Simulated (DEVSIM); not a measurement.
System: Ru/HfO2/SiO2/n-Si capacitor, at 300 K.

```
layer (left to right)  material  thickness (nm)  Nd (cm⁻³)
---------------------  --------  --------------  ---------
1                          HfO2            13.0          -
2                          SiO2            1.20          -
3                            Si            1500     1.4e17
```

Metal gate on the left, work function 4.7 eV. Fixed charge at the semiconductor interface -3.9e10 cm⁻² (in units of +e); no interface traps.

This is a model device: material constants are rounded textbook-type values typed into the input, and sizes, dopings and lifetimes were drawn at random. Values at 300 K.

| parameter | HfO2 | SiO2 | Si |
|---|---|---|---|
| gap (eV) | 5.7 | 9 | 1.124 |
| affinity (eV) | 2.5 | 0.9 | 4.05 |
| permittivity | 22 | 3.9 | 11.7 |
| Nc (cm⁻³) | - | - | 2.86e19 |
| Nv (cm⁻³) | - | - | 3.1e19 |

Model (solved in DEVSIM): 1D Poisson equation in equilibrium, Boltzmann statistics, complete ionisation; no quantum confinement or tunnelling. Metal contacts follow the ideal Schottky-Mott rule: no Fermi-level pinning, no interface dipoles.

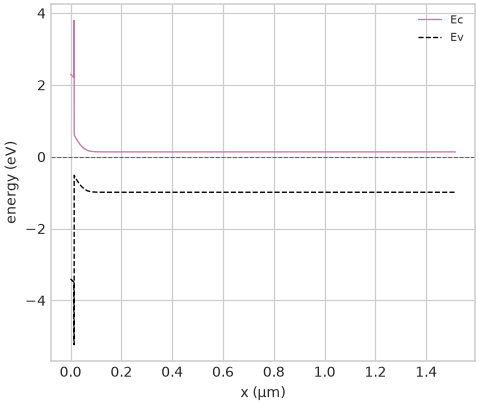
Fig. 1. Band edges at -0.1 V on the gate

Energies count from the Fermi level of the right contact; mesh points crowd at the junctions.

```
x (μm)    Ec (eV)  Ev (eV)  n (cm⁻³)  p (cm⁻³)  field (V/cm)
--------  -------  -------  --------  --------  ------------
0.000       2.300   -3.400     < 1e2     < 1e2        -71000
0.001345    2.291   -3.409     < 1e2     < 1e2        -71000
0.003962    2.272   -3.428     < 1e2     < 1e2        -71000
0.008419    2.240   -3.460     < 1e2     < 1e2        -71000
0.01195     2.215   -3.485     < 1e2     < 1e2        -71000
0.01315     3.801   -5.199     < 1e2     < 1e2       -400000
0.01373     3.778   -5.222     < 1e2     < 1e2       -400000
0.01510     0.597   -0.527     2.6e9    4.4e10       -140000
0.01769     0.563   -0.561    1.0e10    1.2e10       -130000
0.02353     0.490   -0.634    1.7e11     6.8e8       -120000
0.03667     0.352   -0.772    3.5e13   3300000        -90000
0.08284     0.148   -0.976    9.3e16      1300         -9200
0.1703      0.138   -0.986    1.4e17       830           ≈ 0
0.3674      0.138   -0.986    1.4e17       830           ≈ 0
0.9615      0.138   -0.986    1.4e17       830           ≈ 0
1.270       0.138   -0.986    1.4e17       830           ≈ 0
1.403       0.138   -0.986    1.4e17       830           ≈ 0
1.465       0.138   -0.986    1.4e17       830           ≈ 0
1.498       0.138   -0.986    1.4e17       830           ≈ 0
1.508       0.138   -0.986    1.4e17       830           ≈ 0
1.512       0.138   -0.986    1.4e17       830           ≈ 0
1.514       0.138   -0.986    1.4e17       830           ≈ 0
```
